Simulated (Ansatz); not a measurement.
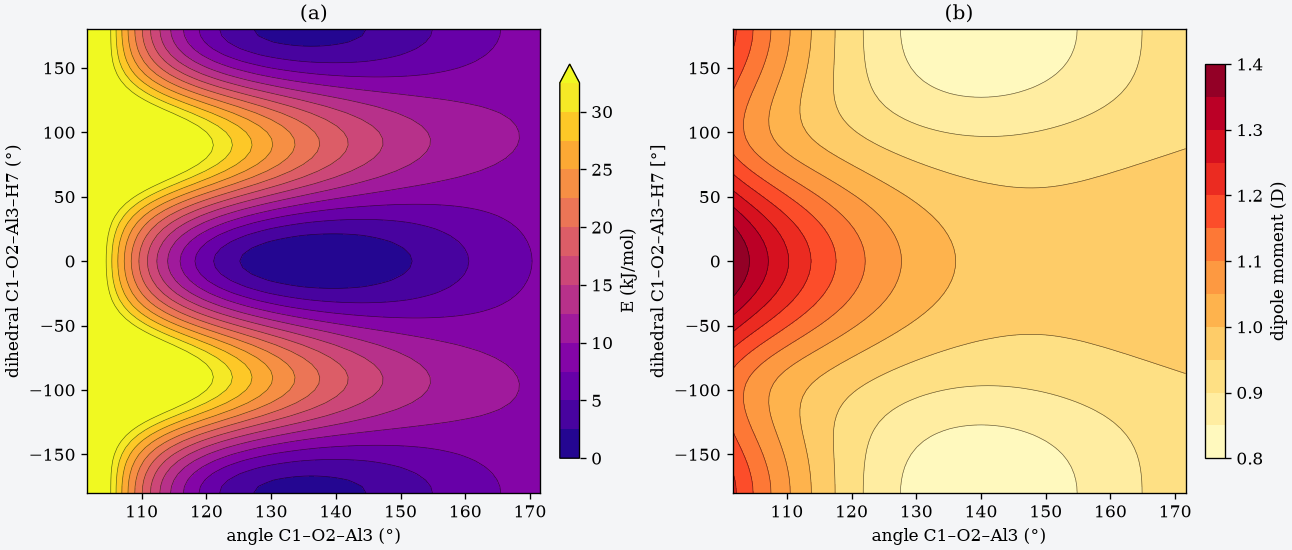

CH5AlO, SMILES C[O][AlH2]. Coordinates scanned: (1) angle C1–O2–Al3; (2) dihedral C1–O2–Al3–H7. Nothing is relaxed (all other coordinates rigid). The grid has 11 × 12 points. Points are written as (first, second). Energies are in kJ/mol, from the lowest grid point. Level of theory: RKS PBE-D4/def2-SVP (Ansatz).

Panel (a) is the energy; panel (b) is the computed dipole moment, in D.

Drawn: filled contours, one colour for all values above the top of the scale. Between grid points the surface is interpolated.

How does the dipole moment vary over the map, and what is it at the lowest grid point?

Leaving out the highest fifth of the energies, it runs from 0.81 D at (136.6°, −180°) to 1.28 D at (108.6°, 0°). At the lowest grid point, (136.6°, 0°), it is 1.00 D.

```tsv
dihedral C1–O2–Al3–H7 ↓, angle C1–O2–Al3 →	101.6	108.6	115.6	122.6	129.6	136.6	143.6	150.6	157.6	164.6	171.6
150	1.18	1.06	0.97	0.90	0.85	0.82	0.82	0.84	0.87	0.90	0.93
120	1.13	1.04	0.97	0.92	0.88	0.86	0.86	0.88	0.90	0.92	0.94
90	1.14	1.05	1.00	0.96	0.93	0.91	0.91	0.92	0.93	0.94	0.95
60	1.23	1.14	1.07	1.02	0.98	0.96	0.95	0.95	0.95	0.96	0.96
30	1.34	1.23	1.14	1.07	1.02	0.99	0.97	0.96	0.96	0.97	0.97
0	1.40	1.28	1.18	1.09	1.04	1.00	0.98	0.97	0.97	0.97	0.97
−30	1.34	1.23	1.14	1.07	1.02	0.99	0.97	0.96	0.96	0.97	0.97
−60	1.23	1.13	1.07	1.02	0.98	0.96	0.95	0.95	0.95	0.96	0.96
−90	1.14	1.05	1.00	0.96	0.93	0.91	0.91	0.92	0.93	0.94	0.95
−120	1.13	1.04	0.97	0.92	0.88	0.86	0.86	0.88	0.90	0.92	0.94
−150	1.18	1.06	0.97	0.90	0.85	0.82	0.82	0.84	0.87	0.90	0.93
−180	1.21	1.08	0.97	0.89	0.84	0.81	0.81	0.83	0.86	0.90	0.93
```
